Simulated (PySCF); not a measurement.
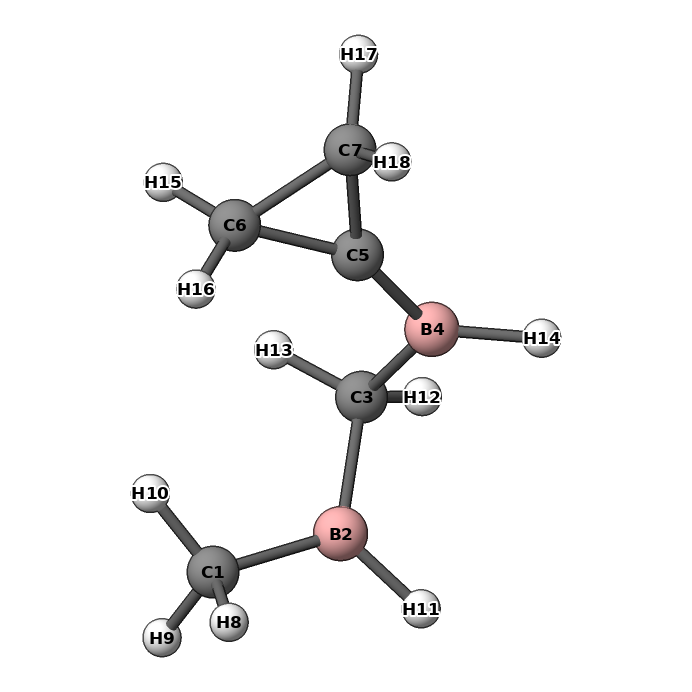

The questions are on Mulliken spin populations. The species is neutral and a spin doublet. The geometry was computed by an optimisation with GFN2-xTB. No frequency run is at hand to confirm it as a minimum. Method: UKS B3LYP, pcH-1 on B C H, non-relativistic (PySCF 2.14.0).

List the Mulliken spin populations.

```
atom  value (e)
  C1       0.00
  B2       0.04
  C3       0.01
  B4       0.17
  C5       0.77
  C6      −0.05
  C7      −0.05
  H8       0.00
  H9       0.00
 H10       0.00
 H11       0.00
 H12       0.00
 H13       0.00
 H14       0.00
 H15       0.03
 H16       0.02
 H17       0.02
 H18       0.03
```

Mulliken values depend strongly on the basis set. The geometry is semi-empirical. Around B such bond lengths and angles can be off by a tenth of an ångström or more and by several degrees, and values that hang on the shape move with them.
